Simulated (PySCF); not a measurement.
Bond stretch in GeH, doublet.

- UKS-TPSSh = unrestricted TPSSh/cc-pVDZ in PySCF
- ROHF/cc-pVDZ (PySCF)
- UKS-B3LYP = unrestricted B3LYP/cc-pVDZ in PySCF

Magnitude of the dipole moment (D; its direction can reverse along the curve, and a method can change to another solution) and Mulliken charge of the fragment that holds Ge1:

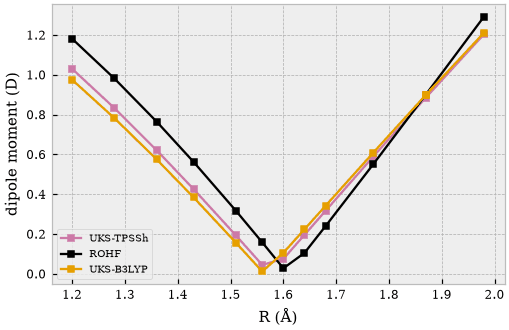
Figure: Dipole moment against bond length.

```
R / Å  μ UKS-TPSSh  q UKS-TPSSh  μ ROHF  q ROHF  μ UKS-B3LYP  q UKS-B3LYP
-----  -----------  -----------  ------  ------  -----------  -----------
1.20          1.03         0.16    1.18    0.22         0.97         0.18
1.28          0.83         0.12    0.98    0.18         0.78         0.14
1.36          0.62         0.10    0.76    0.16         0.58         0.11
1.43          0.43         0.09    0.56    0.14         0.38         0.10
1.51          0.19         0.09    0.32    0.14         0.16         0.10
1.56          0.04         0.09    0.16    0.14         0.01         0.10
1.60          0.08         0.10    0.03    0.14         0.11         0.10
1.64          0.20         0.10    0.10    0.14         0.22         0.10
1.68          0.32         0.11    0.24    0.15         0.34         0.11
1.77          0.59         0.12    0.55    0.16         0.61         0.12
1.87          0.89         0.13    0.90    0.17         0.90         0.13
1.98          1.20         0.15    1.29    0.19         1.21         0.15
```

The scan ran from 1.20 to 6.43 Å; beyond the distances shown one of the unrestricted levels run for this scan, shown here or not, changes its spin distribution in one step.
